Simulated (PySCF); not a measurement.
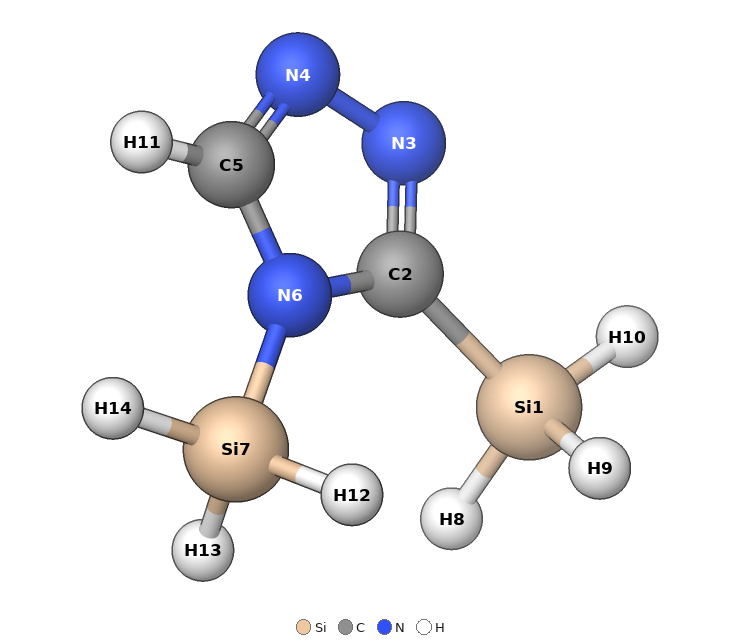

The computed structure is the end point of a GFN2-xTB optimisation. No frequency run is at hand to confirm it as a minimum. Electric field gradients from the ground-state density, PBE0/pcSseg-1 (PySCF 2.14.0), non-relativistic apart from any core potentials.

Give the largest field-gradient component, the quadrupole coupling constant and the asymmetry for 14N at N3 (Q = 20.44 mb), 14N at N4 (Q = 20.44 mb), 14N at N6 (Q = 20.44 mb).

```
atom  V_zz (a.u.)  e²qQ/h (MHz)     η
  N3       −1.141         −5.48  0.12
  N4       −1.088         −5.23  0.17
  N6       −0.374         −1.79  0.81
```

The geometry is semi-empirical. Around Si such bond lengths and angles can be off by a tenth of an ångström or more and by several degrees, and values that hang on the shape move with them.
